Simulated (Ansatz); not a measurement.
CH3FNSi: several calculations on one system

## 1. Relaxation

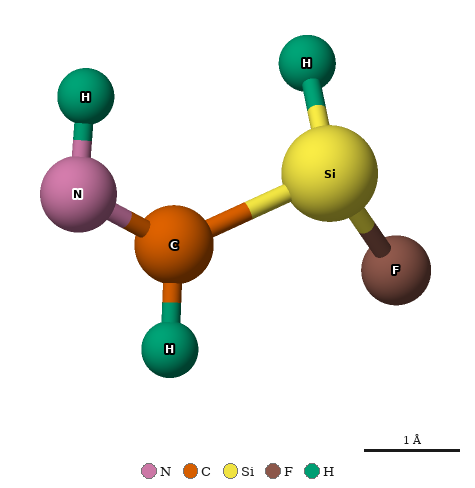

This is the input geometry for a relaxation of CH3FNSi (charge −1). Style: ball-and-stick. Shown at a tilt.

The run prepares an end point of a later path (torsion) calculation, from a guessed geometry.

Level of theory: RKS r2SCAN-D4/def2-SVP (Ansatz 0.2.0).

Input file:
```yaml
crystal:
  periodic: [false, false, false]
  atoms:
    - { symbol: "N", position_ang: [0.82918, 0.76958, -1.32281] }
    - { symbol: C, position_ang: [-0.0623, 0.62308, -0.38674] }
    - { symbol: Si, position_ang: [0.01773, -0.46587, 1.09151] }
    - { symbol: F, position_ang: [-1.5803, -0.51525, 1.68355] }
    - { symbol: H, position_ang: [1.46037, -0.04324, -1.3463] }
    - { symbol: H, position_ang: [-0.72096, 1.50467, -0.31931] }
    - { symbol: H, position_ang: [0.05629, -1.87297, 0.6001] }
total_charge: -1
basis:
  gaussian: { orbitals: def2-SVP }
hamiltonian:
  xc: r2scan
  dispersion: d4
relax:
  f_tol: 0.015
  max_steps: 40
```

Command:
```bash
ansatz run input.yaml --threads 1 --pin off --max-ram 2048MiB --backend cpu --events-out ev --progress --plain --runs-dir out
```

> What does the optimiser find from here?

H7 moves most after the best rigid fit: 0.30 Å. Largest moves by element: H 0.30 Å, F 0.25 Å, Si 0.15 Å, C 0.06 Å, N 0.03 Å. Near-neighbour distances that change, for instance: C2–Si3 1.838 → 1.932 Å, Si3–H7 1.491 → 1.557 Å, C2–H6 1.103 → 1.122 Å, N1–H5 1.029 → 1.038 Å. Among the angles between lasting bonds that change: C2–Si3–H7 107.2° → 92.9°, C2–Si3–F4 104.8° → 98.7°, C2–N1–H5 110.3° → 107.1°. The energy falls by 0.222 eV in 14 accepted moves (15 points after the start). The largest force component goes from 1.8 to 0.0073 eV/Å. The line search rejected the trial step at point 11 of the run. The run took 60 s on 1 thread of Intel(R) Xeon(R) Platinum 8488C (Sapphire Rapids), on a shared host, peak memory 0.18 GiB.

The structure at the end:

```xyz
7

N     0.8179    0.7559   -1.3501
C    -0.0176    0.5863   -0.3755
Si    0.1024   -0.5439    1.1870
F    -1.4760   -0.3173    1.7912
H     1.5873    0.0722   -1.2161
H    -0.8908    1.2910   -0.3975
H    -0.1232   -1.8442    0.3611
```

After the run, drawn alike:

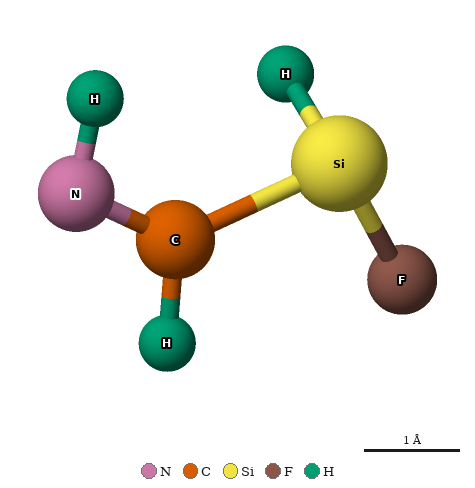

Limits of the set-up: the basis has no diffuse functions, which an anion needs.

## 2. Relaxation

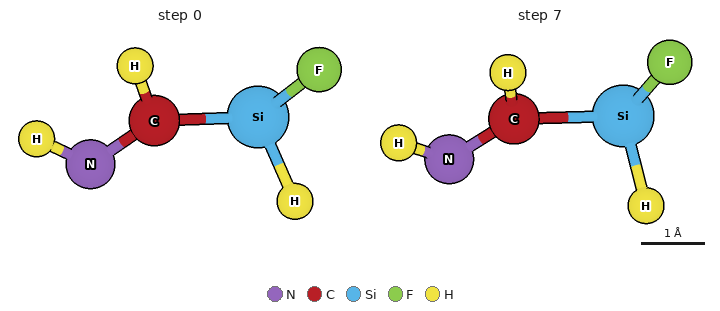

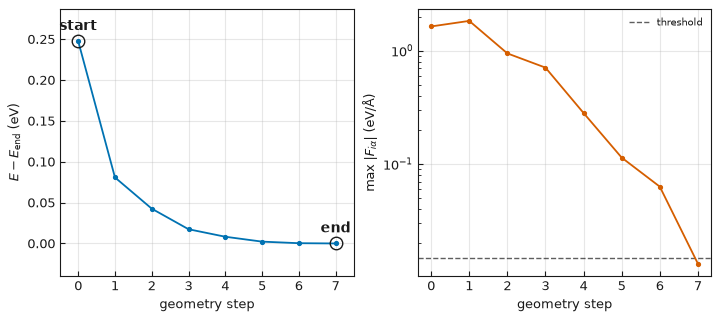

First and last geometry of a relaxation of CH₃FNSi (charge −1), with the history of the run. The picture is a ball-and-stick view, seen at a tilt.

The run prepares an end point of a later path (torsion) calculation, from a guessed geometry.

Level of theory: RKS r2SCAN-D4/def2-SVP (Ansatz 0.2.0).

The input:
```yaml
crystal:
  periodic: [false, false, false]
  atoms:
    - { symbol: "N", position_ang: [0.82918, 0.76958, -1.32281] }
    - { symbol: C, position_ang: [-0.0623, 0.62308, -0.38674] }
    - { symbol: Si, position_ang: [-1.693, 1.4572, -0.23676] }
    - { symbol: F, position_ang: [-2.18725, 1.16275, 1.36813] }
    - { symbol: H, position_ang: [1.46037, -0.04324, -1.3463] }
    - { symbol: H, position_ang: [0.04733, -0.34873, 0.12232] }
    - { symbol: H, position_ang: [-1.42791, 2.9142, -0.06418] }
total_charge: -1
basis:
  gaussian: { orbitals: def2-SVP }
hamiltonian:
  xc: r2scan
  dispersion: d4
relax:
  f_tol: 0.015
  max_steps: 40
```

Command:
```bash
ansatz run input.yaml --threads 1 --pin off --max-ram 2048MiB --backend cpu --events-out ev --progress --plain --runs-dir out
```

Question: What do the curves and the structures tell?

Answer: It converged. The energy falls by 0.248 eV in 7 geometry steps. The largest force component goes from 1.6 to 0.013 eV/Å. The atom that moves furthest after the best rigid fit is H6 (0.28 Å). By element the largest moves are H 0.28 Å, F 0.19 Å, N 0.16 Å, Si 0.15 Å, C 0.11 Å. Near-neighbour distances that change, for instance: C2–Si3 1.838 → 1.928 Å, Si3–H7 1.491 → 1.553 Å, C2–H6 1.103 → 1.130 Å, Si3–F4 1.705 → 1.711 Å. Bond angles that change, for instance: C2–Si3–H7 107.2° → 94.7°, N1–C2–H6 111.3° → 119.9°, C2–Si3–F4 104.8° → 96.3°.

Limits of the set-up: the basis has no diffuse functions, which an anion needs.

## 3. Path

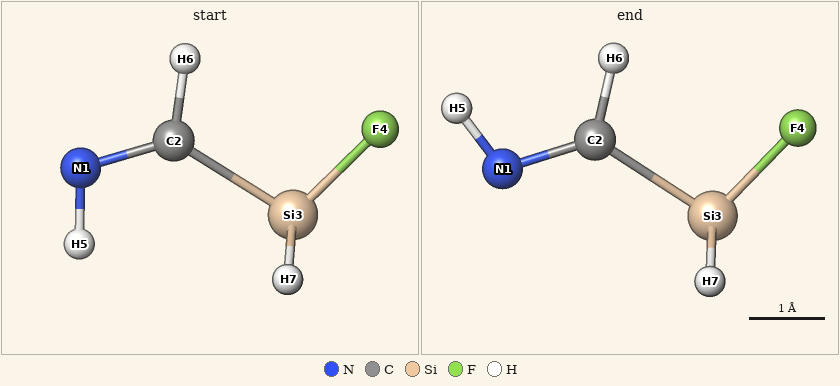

The two relaxed end points of a path for CH3FNSi (charge −1). The picture is a ball-and-stick view, seen face on.

Method: RKS r2SCAN-D4/def2-SVP (Ansatz).

Settings: 5 movable images; climbing image; force threshold 0.05 eV/Å; iteration limit 52.

Start:
```xyz
7

N     0.8225    0.7547   -1.3480
C    -0.0169    0.5856   -0.3766
Si    0.0982   -0.5416    1.1884
F    -1.4830   -0.3163    1.7855
H     1.5922    0.0724   -1.2095
H    -0.8909    1.2890   -0.4036
H    -0.1220   -1.8438    0.3638
```

End:
```xyz
7

N     1.2141    0.3169   -1.1057
C     0.2163    0.3499   -0.2802
Si   -0.0135   -0.6469    1.3538
F    -1.6357   -0.1802    1.6334
H     1.0820    1.0423   -1.8296
H    -0.5983    1.1216   -0.4118
H    -0.2650   -2.0035    0.6402
```

### What barrier does the band find between them, and by what path?

The highest point, image 3, lies 150.7 kJ/mol above the start and 131.6 kJ/mol above the end; the end is at +19.1 kJ/mol relative to the start. The motion is an in-plane inversion: the angle C2–N1–H5 opens from 107° to 178° on the way and closes on the other side (109° at the end). No bond forms or breaks between the ends. Among the angles between lasting bonds that change up to the highest image: C2–N1–H5 107.1° → 177.5°, N1–C2–H6 113.9° → 119.0°. The band converged in 26 iterations. The largest component of the band force went from 17 to 0.027 eV/Å. The climbing image converged on the top of the path. Its vibrational analysis gives one imaginary mode (1247i cm⁻¹), as a transition state must have.

Energies of the converged images:

| image | path (Å) | E (kJ/mol) |
| --- | --- | --- |
| 0 | 0.00 | 0.0 |
| 1 | 0.38 | 6.4 |
| 2 | 0.77 | 61.9 |
| 3 | 1.15 | 150.7 |
| 4 | 1.51 | 79.9 |
| 5 | 1.87 | 27.9 |
| 6 | 2.23 | 19.1 |

The geometry at the top of the path:

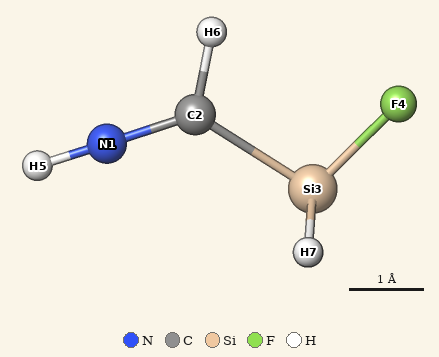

Limits of the set-up: the basis has no diffuse functions, which an anion needs.

The run took 6.3 min on 1 thread of Intel(R) Xeon(R) Platinum 8488C (Sapphire Rapids), with other jobs on the host, peak memory 0.14 GiB.
